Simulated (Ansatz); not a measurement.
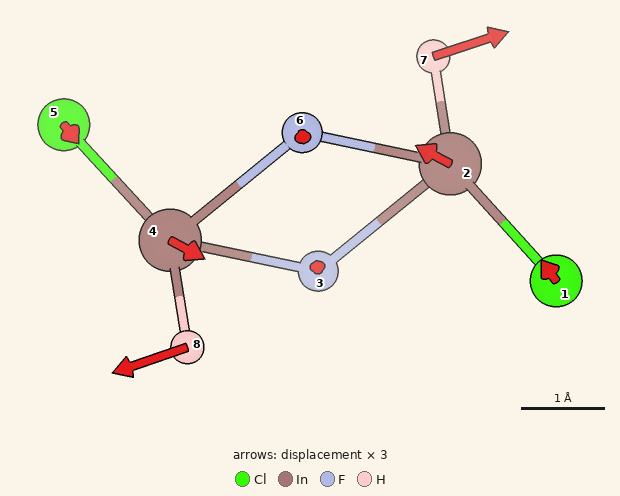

A relaxation of In₂H₂Cl₂F₂. The starting structure is drawn; red arrows show the displacements, magnified 3 times. The two geometries are superimposed by the best rigid fit.

Style: ball-and-stick. Shown from a free direction.

The start comes from GFN2-xTB.

Method: RKS PBE0-D4/def2-TZVP in Ansatz 0.2.0. (force threshold 0.005 eV/Å; at most 150 steps)

**Which element moves most?**

Hydrogen: up to 0.33 Å, against 0.18 Å for indium.

**What did the optimiser do to the structure, and how much energy did it gain?**

The largest moves after the best rigid fit, 0.33 Å, are those of H7 and H8. Largest moves by element: H 0.33 Å, In 0.18 Å, Cl 0.13 Å, F 0.07 Å. Some distances before and after: In2–F6 2.248 → 2.119 Å, F3–In4 2.245 → 2.119 Å, Cl1–In2 2.260 → 2.305 Å, In2–H7 1.668 → 1.684 Å. Bond angles that change, for instance: Cl1–In2–H7 152.3° → 135.0°, F6–In2–H7 97.0° → 112.8°, F3–In2–H7 97.5° → 112.9°. Over 4 geometry steps the energy falls by 0.444 eV. Largest force component: 1.3 eV/Å at the start, 0.0037 eV/Å at the end.
